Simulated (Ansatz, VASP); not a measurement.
# GaAs: VASP beside Ansatz

Aim: how closely do two programs agree when they are given the same cell, functional and k mesh?

Method: plane waves, with VASP 6.6.1 beside it; single point at HSE06, in Ansatz 0.2.0.

## Step 1: The starting structure

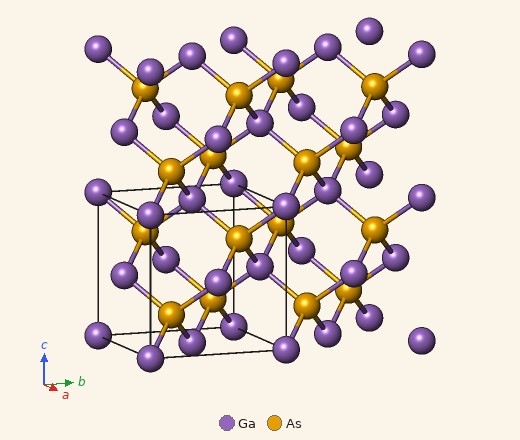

The cell as given, slightly off an axis (gallium purple, arsenic orange). 1×2×2 cells are drawn. This picture shows the conventional cell, with its axes. Bonds to atoms that aren't drawn are left out. Some periodic images of atoms are drawn too.

As a file:

```
Ga As
1.0
     0.00000    2.82685    2.82685
     2.82685    0.00000    2.82685
     2.82685    2.82685    0.00000
Ga As
1 1
Direct
  0.00000 0.00000 0.00000
  0.25000 0.25000 0.25000
```

## Step 2: VASP: single point, HSE06

With cell and atoms fixed, the geometry can't cause a difference; cores, projectors, grids and the points listed under the comparison can.

Lines of VASP's logs that name or quote its potential files are left out, and so is its time.

File INCAR:

```
SYSTEM = GaAs
PREC = Accurate
ENCUT = 430
EDIFF = 1E-08
NELM = 100
ISMEAR = 0
SIGMA = 0.01
LREAL = .FALSE.
ALGO = Normal
LHFCALC = .TRUE.
AEXX = 0.25
GGA = PE
HFSCREEN = 0.2
LASPH = .TRUE.
NBANDS = 15
PRECFOCK = Fast
LORBIT = 11
LWAVE = .TRUE.
LCHARG = .FALSE.
KPAR = 8
```

File POSCAR:

```
GaAs
1.0
    0.0000000000      2.8268500000      2.8268500000
    2.8268500000      0.0000000000      2.8268500000
    2.8268500000      2.8268500000      0.0000000000
Ga As
1 1
Direct
    0.0000000000      0.0000000000      0.0000000000
    0.2500000000      0.2500000000      0.2500000000
```

File KPOINTS:

```
Automatic mesh
0
Gamma
6 6 6
0 0 0
```

PAW data sets: Ga_d_GW and As_GW (PBE family, release 64).

Launch:

```sh
$ mpirun -np 8 vasp_std
```

Numbers of over 12 decimals in the logs are rounded to 6 here.

Log:

```text
[banner, memory and clock lines left out]
running    8 mpi-ranks, on    1 nodes
 distrk:  each k-point on    1 cores,    8 groups
 distr:  one band on    1 cores,    1 groups

 POSCAR found type information on POSCAR GaAs
 POSCAR found :  2 types and       2 ions
|                                                                             |
|           W    W    AA    RRRRR   N    N  II  N    N   GGGG   !!!           |
|           W    W   A  A   R    R  NN   N  II  NN   N  G    G  !!!           |
|           W    W  A    A  R    R  N N  N  II  N N  N  G       !!!           |
|           W WW W  AAAAAA  RRRRR   N  N N  II  N  N N  G  GGG   !            |
|           WW  WW  A    A  R   R   N   NN  II  N   NN  G    G                |
|           W    W  A    A  R    R  N    N  II  N    N   GGGG   !!!           |
|                                                                             |
|     For optimal performance we recommend to set                             |
|       NCORE = 2 up to number-of-cores-per-socket                            |
|     NCORE specifies how many cores store one orbital (NPAR=cpu/NCORE).      |
|     This setting can greatly improve the performance of VASP for DFT.       |
|     The default, NCORE=1 might be grossly inefficient on modern             |
|     multi-core architectures or massively parallel machines. Do your        |
|     Unfortunately you need to use the default for GW and RPA                |
|     calculations (for HF NCORE is supported but not extensively tested      |
|     yet).                                                                   |
|                                                                             |

 LDA part: xc-table for (Slater+PW92), standard interpolation
 found WAVECAR, reading the header
 POSCAR, INCAR and KPOINTS ok, starting setup
 FFT: planning ... GRIDC
 FFT: planning ... GRID_SOFT
 FFT: planning ... GRID
 reading WAVECAR
 the WAVECAR file was read successfully
 initial charge from wavefunction
 entering main loop
       N       E                     dE             d eps       ncg     rms          rms(c)
DAV:   1    -0.983835068284E+01   -0.98384E+01   -0.58998E-01   741   0.180E+01    0.664E-01
DAV:   2    -0.982927539458E+01    0.90753E-02   -0.64761E-02   768   0.562E+00    0.326E-01
DAV:   3    -0.982824784550E+01    0.10275E-02   -0.55754E-03   669   0.164E+00    0.165E-01
DAV:   4    -0.982795004774E+01    0.29780E-03   -0.41671E-04   674   0.232E-01    0.905E-02
DAV:   5    -0.982788044647E+01    0.69601E-04   -0.11401E-04   745   0.887E-02    0.521E-02
DAV:   6    -0.982786034255E+01    0.20104E-04   -0.17682E-05   689   0.419E-02    0.308E-02
DAV:   7    -0.982785205820E+01    0.82843E-05   -0.31080E-06   710   0.195E-02    0.184E-02
DAV:   8    -0.982784886485E+01    0.31934E-05   -0.11948E-06   689   0.877E-03    0.110E-02
DAV:   9    -0.982784789079E+01    0.97406E-06   -0.47832E-07   783   0.466E-03    0.663E-03
DAV:  10    -0.982784769602E+01    0.19477E-06   -0.13197E-07   798   0.270E-03    0.399E-03
DAV:  11    -0.982784759647E+01    0.99552E-07   -0.44237E-08   782   0.173E-03    0.239E-03
DAV:  12    -0.982784754920E+01    0.47263E-07   -0.13062E-08   500   0.109E-03    0.144E-03
DAV:  13    -0.982784753421E+01    0.14989E-07   -0.10036E-08   444   0.747E-04    0.859E-04
DAV:  14    -0.982784751754E+01    0.16670E-07   -0.30140E-09   345   0.495E-04    0.516E-04
DAV:  15    -0.982784751045E+01    0.70918E-08   -0.18442E-09   324   0.379E-04
   1 F= -.98278475E+01 E0= -.98278475E+01  d E =-.125381E-88
 writing wavefunctions
```

Parts of OUTCAR (step 2):

```text
ion  position               nearest neighbor table
   1  0.000  0.000  0.000-   2 2.45   2 2.45   2 2.45   2 2.45
   2  0.250  0.250  0.250-   1 2.45   1 2.45   1 2.45   1 2.45

  LATTYP: Found a face centered cubic cell.
 ALAT       =     5.6537000000

 Subroutine GETGRP returns: Found 24 space group operations
 (whereof 24 operations were pure point group operations)

The static configuration has the point symmetry T_d .

 Found     16 irreducible k-points:

   k-points           NKPTS =     16   k-points in BZ     NKDIM =    216   number of bands    NBANDS=     15

   dimension x,y,z NGX =    28 NGY =   28 NGZ =   28
   dimension x,y,z NGXF=    56 NGYF=   56 NGZF=   56

   ENCUT  =  430.0 eV  31.60 Ry    5.62 a.u.   6.76  6.76  6.76*2*pi/ulx,y,z

   NELECT =      18.0000    total number of electrons

 k-points in reciprocal lattice and weights: Automatic mesh
   0.00000000  0.00000000  0.00000000       0.005
   0.16666667  0.00000000  0.00000000       0.037
   0.33333333  0.00000000  0.00000000       0.037
   0.50000000  0.00000000  0.00000000       0.019
   0.16666667  0.16666667  0.00000000       0.028
   0.33333333  0.16666667  0.00000000       0.111
   0.50000000  0.16666667  0.00000000       0.111
  -0.33333333  0.16666667  0.00000000       0.111
  -0.16666667  0.16666667  0.00000000       0.056
[...]
-0.33333333  0.33333333  0.16666667       0.111
  -0.33333333  0.50000000  0.16666667       0.056

  exchange ACFDT corr.  =         0.00000000  see jH, gK, PRB 81, 115126

 average (electrostatic) potential at core
       1 -58.5883       2 -46.6190

 E-fermi :   3.5635

 k-point     1 :       0.0000    0.0000    0.0000
  band No.  band energies     occupation
    ...
      5     -13.8789      2.00000
      6     -10.5355      2.00000
      7       3.4238      2.00000
      8       3.4238      2.00000
      9       3.4238      2.00000
     10       4.8212      0.00000
     11       7.9744      0.00000
     12       7.9744      0.00000
     13       7.9744      0.00000
     14      12.0118      0.00000
    ...

 k-point     2 :       0.1667    0.0000    0.0000
  band No.  band energies     occupation
    ...
      5     -13.8792      2.00000
      6     -10.1918      2.00000
      7       0.6276      2.00000
      8       3.0222      2.00000
      9       3.0222      2.00000
     10       5.8766      0.00000
     11       8.5567      0.00000
     12       8.5567      0.00000
     13       8.9721      0.00000
     14      13.3814      0.00000
    ...

 k-point     3 :       0.3333    0.0000    0.0000
  band No.  band energies     occupation
    ...
      5     -13.8781      2.00000
      6      -9.2933      2.00000
      7      -2.3772      2.00000
      8       2.4287      2.00000
      9       2.4287      2.00000
     10       5.4214      0.00000
     11       8.9785      0.00000
     12       8.9786      0.00000
     13      11.6967      0.00000
     14      13.1633      0.00000
    ...

  energy-cutoff  :      430.00
  volume of cell :       45.18
      direct lattice vectors                 reciprocal lattice vectors
     0.000000000  2.826850000  2.826850000    -0.176875321  0.176875321  0.176875321
     2.826850000  0.000000000  2.826850000     0.176875321 -0.176875321  0.176875321
     2.826850000  2.826850000  0.000000000     0.176875321  0.176875321 -0.176875321

 POSITION                                       TOTAL-FORCE (eV/Angst)
 -----------------------------------------------------------------------------------
      0.00000      0.00000      0.00000        -0.000000     -0.000000      0.000000
      1.41342      1.41342      1.41342         0.000000      0.000000      0.000000
 -----------------------------------------------------------------------------------
    total drift:                                0.000027      0.000006      0.000014

  FREE ENERGIE OF THE ION-ELECTRON SYSTEM (eV)
  ---------------------------------------------------
  free  energy   TOTEN  =        -9.8278475105 eV

  energy  without entropy=       -9.8278475105  energy(sigma->0) =       -9.82784751

 total charge
# of ion       s       p       d       tot
------------------------------------------
    1        0.825   0.802   9.970  11.597
    2        1.175   1.611   0.032   2.817
--------------------------------------------------
tot          2.000   2.413  10.001  14.414

[... 3 further parts left out ...]
```

## Step 3: Ansatz: single point, HSE06

Ansatz runs on its default PAW (the set named soft_2) files.

The same cell, functional, mesh and smearing now go to Ansatz, which takes its cutoff from its data sets.

File input.yaml:

```yaml
crystal:
  lattice:
    - [0.0, 2.82685, 2.82685]
    - [2.82685, 0.0, 2.82685]
    - [2.82685, 2.82685, 0.0]
  atoms:
    - { symbol: Ga, position: [0.0, 0.0, 0.0] }
    - { symbol: As, position: [0.25, 0.25, 0.25] }
hamiltonian:
  xc: { exchange: pbe, correlation: pbe, exx: { coeff: 0.25, omega: 0.2 } }
  pseudopotentials: { kind: paw }
kpoints:
  mp_grid: { grid: [6, 6, 6] }
scf:
  occupations: { method: gaussian, width: 0.01 }
  n_extra_bands: 4
output:
  forces: true
  stress: true
  eigenvalues: true
```

Launch:

```sh
$ ansatz run input.yaml --threads 4 --pin off --max-ram 9216MiB --backend cpu --events-out ev --progress --plain --runs-dir out
```

Log:

```text
Warning: output.stress: scf.convergence.dr2_threshold = 1e-7 eV (the SCF's general default) is looser than the 2e-10 eV advised for a printed stress (1e-10 eV for each atom of the cell: 2). What an SCF threshold leaves in a stress goes as its square root, and in the free energy as the threshold itself, and one threshold admits the most on a small cell: [figures from the program's tests cut] Set scf.convergence.dr2_threshold to 2e-10 eV or tighter. The threshold is an SCF's pass mark: one that does not reach it within its budget of iterations ends unconverged, or closes short of it on a stop that the run arms, and scf.convergence.dr2_threshold's page says what that costs each kind of run
Warning: output.stress: scf.exx.energy_threshold = 1e-6 eV is looser than the 2e-8 eV advised for a stress under a hybrid functional (1e-8 eV for each atom of the cell: 2). Every SCF of the exchange loop can meet its threshold on dr2 while the loop round them stops early: no threshold on dr2 bounds what that leaves in the stress. Set scf.exx.energy_threshold to 2e-8 eV or tighter. The threshold is the loop's pass mark: a loop that does not reach it within its budget of cycles ends unconverged, and scf.exx.energy_threshold's page has the law
scf.n_extra_bands = 4 over 14 filled bands (N_el = 28.0): the run solves 18 bands
Engine: ansatz 0.2.0, x86_64-unknown-linux-gnu
Pseudopotentials: kind: paw
Pseudopotential: Ga, paw, valence charge 13, recommended cutoff 420 eV (normal), Ga.paw.azcp
Pseudopotential: As, paw, valence charge 15, recommended cutoff 420 eV (normal), As.paw.azcp
Functional definition: unnamed
  parameter a_1 = 0.25
  parameter omega_1 = 0.2/angstrom
  exchange = pbe_x + (-a_1)*pbe_x_sr(omega_1) + a_1*exact_x_sr(omega_1)
  correlation = pbe_c
Crystal: 2 atoms, lattice volume = 45.179 Å³
Basis set: ecut = 420 eV, 893 PW (Γ), exchange–correlation on 54×54×54 points (8 copies of the dense FFT grid, shifted against one another)
Bands: 18, of which v1, the nominal top of the filled ones, is band 14 counted from 1 (13 counted from 0)
Symmetry: 24 space group operations
Space group: F-43m (ITA 216), of the structure as read, at distance tolerance 3.6e-5 Å
k-points: 16 of 216 (time reversal used)
Non-local potential: Ga, projectors of the file, l = 0: 2, l = 1: 2, l = 2: 3, l = 3: 1
Non-local potential: As, projectors of the file, l = 0: 2, l = 1: 2, l = 2: 3, l = 3: 1
PAW form: soft (Blöchl's): semilocal exchange-correlation on the pseudo side does not see the compensation charge
PAW frozen core: Ga, regenerated for the run's functional, and the local potential with it (the file was generated under x = pbe(κ = 0.804, μ = 0.219515), c = pbe(β = 0.066725))
PAW frozen core: As, regenerated for the run's functional, and the local potential with it (the file was generated under x = pbe(κ = 0.804, μ = 0.219515), c = pbe(β = 0.066725))
PAW one-centre angular grid: Ga, 590 points (default); XC on 64 Gauss nodes
PAW one-centre angular grid: As, 590 points (default); XC on 64 Gauss nodes
Initial density: superposition of atomic densities (neutral atoms: chi_scale 0, normalization atom), corrected by the library's trained network
Initial wavefunctions: pseudopotential atomic-orbital guess
Functional: x = pbe(κ = 0.804, μ = 0.219515), c = pbe(β = 0.066725), warm-up for x = pbe(κ = 0.804, μ = 0.219515) + 0.25 (exact − pbe) at short range (hse, ω = 0.2 Å⁻¹), c = pbe(β = 0.066725)
SCF iter   1: F=—  HF=-8639.815267 eV  |F-HF|=—  |Δ(HF+E_count)|=         —  Δρ=1.44e-3  dr2=1.76e-3  ethr=1.77e-3  ⟨swp⟩=5.9  Hψ=1108  notcnv=0
preconditioner: auto → none  [insulator: Δε(μ)=0.511 eV  Ē_g=15.495 eV  σ=0.010 eV  W_gap=1.00  n_scr=14 (ndim 8)  ℏωp=23.4 eV  f_vac=0.086  D(μ)=0.00/eV (n_scr^D=0)]
iter 2 solved again at ethr=5.04e-7 eV; its pass at ethr=6.28e-6 eV (dr2=1.41e-4 eV) is discarded
SCF iter   2: F=—  HF=-8639.815051 eV  |F-HF|=—  |Δ(HF+E_count)|=   2.15e-4  Δρ=4.39e-4  dr2=1.43e-4  ethr=5.04e-7  ⟨swp⟩=2.7  Hψ=1459  notcnv=0
SCF iter   3: F=-8639.815060 eV  HF=-8639.815044 eV  |F-HF|=1.60e-5  |Δ(HF+E_count)|=   7.30e-6  Δρ=2.23e-4  dr2=2.65e-5  ethr=5.04e-7  ⟨swp⟩=3.4  Hψ=804  notcnv=0
SCF 1 stopped early in 3 iterations: F = -8639.815060 eV  dr2 = 2.65e-5
  greatest PAW one-centre occupation: 0.999 electrons in one spin orbital (limit 2), on the As atom at site 1 (counted from 0), in its partial waves of l = 2
Initial density: handed on by an earlier stage of this run
Initial wavefunctions: those handed on with the density
Functional: x = pbe(κ = 0.804, μ = 0.219515) + 0.25 (exact − pbe) at short range (hse, ω = 0.2 Å⁻¹), c = pbe(β = 0.066725)
Exchange kernel: α = 0.2500, screened, ω = 0.2000 Å⁻¹, Wigner–Seitz truncation, v(0) = 1130.3854 eV·Å³, q-mesh 6×6×6, nearest image of the exchange supercell L = 23.99 Å, pair-density grid 15×15×15, without the augmentation charges, whose exchange is taken in its separable form by FFT convolution over the k-point mesh (sized by the pseudopotential files, 24×24×24 at the most), smooth part of the exact exchange by density-matrix convolution
Frozen-core exchange: fock
SCF iter   1: F=—  HF=-8641.598101 eV  |F-HF|=—  |Δ(HF+E_count)|=         —  Δρ=1.30e-2  dr2=2.95e-2  ethr=9.46e-7  ⟨swp⟩=6.1  Hψ=1434  notcnv=0
preconditioner: auto → none  [insulator: Δε(μ)=1.328 eV  Ē_g=18.230 eV  σ=0.010 eV  W_gap=1.00  n_scr=14 (ndim 8)  ℏωp=23.4 eV  f_vac=0.080  D(μ)=0.00/eV (n_scr^D=0)]
SCF iter   2: F=—  HF=-8641.577853 eV  |F-HF|=—  |Δ(HF+E_count)|=   2.02e-2  Δρ=2.85e-3  dr2=2.41e-3  ethr=9.46e-7  ⟨swp⟩=4.1  Hψ=1100  notcnv=0
SCF iter   3: F=—  HF=-8641.586917 eV  |F-HF|=—  |Δ(HF+E_count)|=   9.06e-3  Δρ=3.18e-3  dr2=1.52e-3  ethr=9.46e-7  ⟨swp⟩=4.1  Hψ=1094  notcnv=0
SCF iter   4: F=—  HF=-8641.586758 eV  |F-HF|=—  |Δ(HF+E_count)|=   1.59e-4  Δρ=1.14e-3  dr2=2.54e-4  ethr=9.46e-7  ⟨swp⟩=3.0  Hψ=747  notcnv=0
SCF iter   5: F=—  HF=-8641.586769 eV  |F-HF|=—  |Δ(HF+E_count)|=   1.13e-5  Δρ=3.88e-5  dr2=1.66e-5  ethr=6.46e-7  ⟨swp⟩=2.1  Hψ=516  notcnv=0
SCF iter   6: F=—  HF=-8641.586973 eV  |F-HF|=—  |Δ(HF+E_count)|=   2.04e-4  Δρ=2.19e-4  dr2=9.07e-6  ethr=4.15e-9  ⟨swp⟩=4.9  Hψ=1022  notcnv=0
SCF iter   7: F=-8641.586966 eV  HF=-8641.586966 eV  |F-HF|=2.83e-7  |Δ(HF+E_count)|=   7.24e-6  Δρ=2.02e-5  dr2=2.70e-7  ethr=4.15e-9  ⟨swp⟩=4.0  Hψ=752  notcnv=0
SCF 2 stopped early in 7 iterations: F = -8641.586966 eV  dr2 = 2.70e-7
hybrid outer 1: dexx = +1.065e-2 eV, tail = 6.72e-5 eV
Exchange kernel: α = 0.2500, screened, ω = 0.2000 Å⁻¹, Wigner–Seitz truncation, v(0) = 1130.3854 eV·Å³, q-mesh 6×6×6, nearest image of the exchange supercell L = 23.99 Å, pair-density grid 15×15×15, without the augmentation charges, whose exchange is taken in its separable form by FFT convolution over the k-point mesh (sized by the pseudopotential files, 24×24×24 at the most), smooth part of the exact exchange by density-matrix convolution
Frozen-core exchange: fock
SCF iter   1: F=—  HF=-8641.587086 eV  |F-HF|=—  |Δ(HF+E_count)|=         —  Δρ=7.00e-5  dr2=2.06e-6  ethr=1.20e-6  ⟨swp⟩=3.6  Hψ=627  notcnv=0
preconditioner: auto → none  [insulator: Δε(μ)=1.435 eV  Ē_g=18.055 eV  σ=0.010 eV  W_gap=1.00  n_scr=14 (ndim 8)  ℏωp=23.4 eV  f_vac=0.079  D(μ)=0.00/eV (n_scr^D=0)]
SCF iter   2: F=—  HF=-8641.587087 eV  |F-HF|=—  |Δ(HF+E_count)|=   8.75e-7  Δρ=2.95e-5  dr2=3.32e-7  ethr=5.53e-9  ⟨swp⟩=4.0  Hψ=942  notcnv=0
SCF iter   3: F=—  HF=-8641.587088 eV  |F-HF|=—  |Δ(HF+E_count)|=   8.09e-7  Δρ=1.46e-5  dr2=1.09e-7  ethr=6.90e-10  ⟨swp⟩=3.4  Hψ=760  notcnv=0  defer=1
SCF iter   4: F=—  HF=-8641.587088 eV  |F-HF|=—  |Δ(HF+E_count)|=   2.38e-8  Δρ=1.23e-6  dr2=1.98e-9  ethr=3.32e-10  ⟨swp⟩=3.1  Hψ=593  notcnv=0
SCF iter   5: F=-8641.587088 eV  HF=-8641.587088 eV  |F-HF|=8.55e-10  |Δ(HF+E_count)|=   1.03e-8  Δρ=4.99e-7  dr2=1.82e-9  ethr=1.23e-12  ⟨swp⟩=4.0  Hψ=987  notcnv=0
SCF 3 converged in 5 iterations: F = -8641.587088 eV  dr2 = 1.82e-9
  Residual-converged pass: ⟨swp⟩=1.1  Hψ=289  notcnv=0  max |occ|·‖R‖ = 2.1e-6 eV (tolerance 2.4e-6 eV)  dr2=1.82e-9  dr2_onsite=1.10e-9  max |Δocc| = 0.0e0
hybrid outer 2: dexx = +1.048e-6 eV, tail = 3.69e-8 eV, Δε = 2.92e-3 eV (about 1.07e-4 eV left of the loop's levels)
hybrid SCF converged: 2 outer / 12 inner (+3 warm-up), last move |dexx| = 1.05e-6 eV, tail = 3.69e-8 eV
Stability not checked: this state was not tested for a lower state beside it, because the functional holds exact exchange (a hybrid, or Hartree-Fock), whose exchange loop this test does not read (fock_operator; see scf.lower_state_search)
Free energy (F): -8641.587088 eV
Frozen-core exchange: fock
Harris-Foulkes:  -8641.587088 eV  (|F-HF|=8.55e-10)
Internal energy: -8641.587088 eV  (E = F + TS)
E sigma→0 (E₀):  -8641.587088 eV
Fermi energy:    8.489025 eV
--- Per-component energies (eV) ---
  E_band       = -387.930056
  E_kinetic    = 217.730539
  E_local      = -3919.848227  (includes V_loc(G=0)·N_el)
  E_nonlocal   = -244.710580
  E_hartree    = 1979.592577
  E_xc         = -119.174936
  E_vxc        = -109.837706  (∫ρ·V_xc dr)
  E_exx        = -109.797234  (= α·E_x^exact, valence–valence)
  E_paw        = -3746.004438  (= ΣΔE_a)
  E_vpaw       = -70.855141  (= ΣTr[D̂ρ^β])
  E_aug_tail   = -0.000141  (compensation charges beyond the density's cutoff)
  E_ewald      = -2698.727786
  E_core_change = -0.646862  (= ΣΔE_core)
  E_smearing   = -0.000000  (= −TS)
  E_closure    = -0.000000  (closes the sum)
  Σ components = -8641.587088   (vs F -8641.587088, Δ=-1.82e-12)
--- Forces (eV/Å), atoms counted from 1 ---
  atom   1  Ga     0.00000000    -0.00000000     0.00000000
  atom   2  As    -0.00000000    -0.00000000     0.00000000
  max |Σ_I F_I| component: 1.99e-16 eV/Å
--- Stress (GPa, compression-positive) ---
        1.110890      -0.000000      -0.000000
       -0.000000       1.110890       0.000000
       -0.000000       0.000000       1.110890
  P = ⅓ Tr σ = 1.1109 GPa (11.109 kbar)
--- Band table (eV; the first three rows and the last of 16) ---
  k-point 0: bands = [... 10 lower, -6.1936, 7.7712, 7.7712, 7.7712, 9.2068, 12.3232, 12.3232, 12.3232]
  k-point 1: bands = [... 10 lower, -5.8491, 4.9788, 7.3684, 7.3684, 10.2437, 12.9078, 12.9078, 13.3338]
  k-point 2: bands = [... 10 lower, -4.9477, 1.9672, 6.7735, 6.7735, 9.7821, 13.3305, 13.3305, 16.0610]
  k-point 15: bands = [... 10 lower, -3.3982, 0.5358, 4.1346, 4.3125, 11.7657, 12.0568, 15.9395, 16.2363]
```

Elapsed: 20 s, on 4 threads of Intel Xeon Platinum 8259CL at 2.50GHz (Skylake/Cascade Lake), shared host; peak memory 1.5 GiB.

The column dr2 measures how far the density is from self-consistency, as an energy; F and HF (Harris–Foulkes) agree once it is small.

The run ends at a pressure of 1.11 GPa.

## Step 4: Comparison

Known differences besides the PAW data sets themselves: exact exchange at q = 0 is treated differently, which shows on coarse meshes; VASP keeps PBE cores, Ansatz makes them for the functional; the data sets hold 28 valence electrons in Ansatz (default PAW (the set named soft_2) files) and 18 in VASP; the cutoff is 420 eV in Ansatz and 430 eV in VASP; VASP takes a coarser grid for exact exchange (PRECFOCK = Fast). Total energies have different zeros and are not compared.

The two programs side by side:

| quantity | Ansatz | VASP | difference |
| --- | --- | --- | --- |
| gap on the k mesh (eV) | 1.436 | 1.397 | +0.038 |

## Step 5: Outcome

```json
{
  "difference in gap on the k mesh (single point, HSE06)": "0.038 eV"
}
```

What this shows: The difference in gap on the k mesh is 0.038 eV (single point, HSE06), within the 0.08 eV picked in this series as the mark of a large difference. How closely two codes agree says nothing of how well the functional describes the real material.

[Lines on the potential files, build, host, timing and source positions are cut from VASP's logs without a mark.]

[Logs are printed without paths, hosts, clocks, repeated set-up lines and the standing remarks that a program may print on its own settings, such as how far it seeks lower states.]

[Hosts, paths, dates, database ids (printed as entryN), source tags and the programs' standing remarks are cut or masked in the printed files.]
